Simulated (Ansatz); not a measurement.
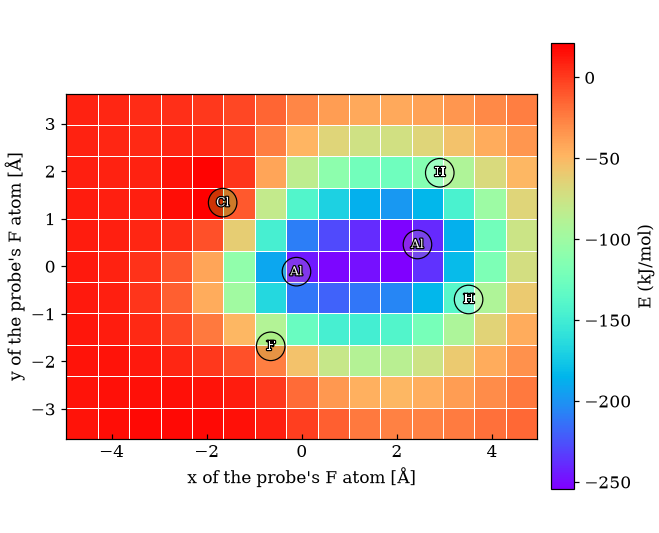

Energy landscape of Al₂ClFH₂ (SMILES [F][Al]([AlH2])[Cl]) with the probe F-. 
- The probe is moved over a plane parallel to the molecule's main plane, 2.37 Å above it.
- First axis: x of the probe's F atom. Second axis: y of the probe's F atom.
- Nothing is relaxed (molecule and probe rigid).
- The grid has 15 × 11 points.
- Points are written as (first, second).
- All energies are given in kJ/mol relative to molecule and probe far apart, each relaxed in its own basis (no counterpoise correction).
- Theory: RHF/def2-SVPD in Ansatz.

Drawn: one coloured cell a grid point, labelled circles for the molecule's atoms, projected on the plane. 

### What does the map say about the system?

The lowest grid point is at (1.98 Å, 0.00 Å) [nearest 1 Al at 2.46 Å], −254 kJ/mol from molecule and probe far apart, each relaxed in its own basis (no counterpoise correction). The bottom of the well lies between grid points, at about (2.06 Å, 0.33 Å), about 7.1 kJ/mol lower on the interpolated surface. The highest grid point, (−1.98 Å, 1.32 Å) [nearest 1 Cl at 2.39 Å], lies 275 kJ/mol above the lowest. Near the minimum the curvatures are about 0.78 and 1.5 eV/Å² along the soft and the stiff direction.

The whole map (165 points run) took 10 min on 1 thread of Arm Neoverse V2, with other jobs on the host.
